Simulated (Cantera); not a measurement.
A closed system holds: 1 mol SiH2Cl2, 0.45 mol HCl, 8.2 mol H2, held at 0.133 bar.

These are equilibrium values from Cantera (NASA tables, ideal gas, pure condensed phases), not measurements of a reactor. Candidate condensed phases: Si; 19 gas species. The tables' values for SiCl, SiCl3 are old estimates; treat these amounts as uncertain. Gases not in the tables: Si2H6 and higher silanes. The numbers say what is thermodynamically allowed, not how fast it happens.

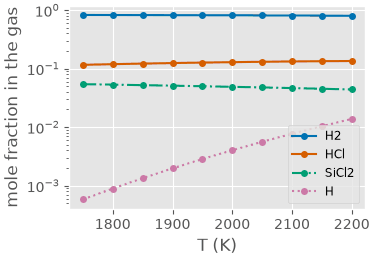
*Equilibrium gas composition (values under 1e-9 drawn at 1e-9)*

**Question.** Read off the mole fractions at 1950 K.

**Answer.** H2 about 0.82, HCl about 0.13, SiCl2 about 0.050, H about 0.0028.
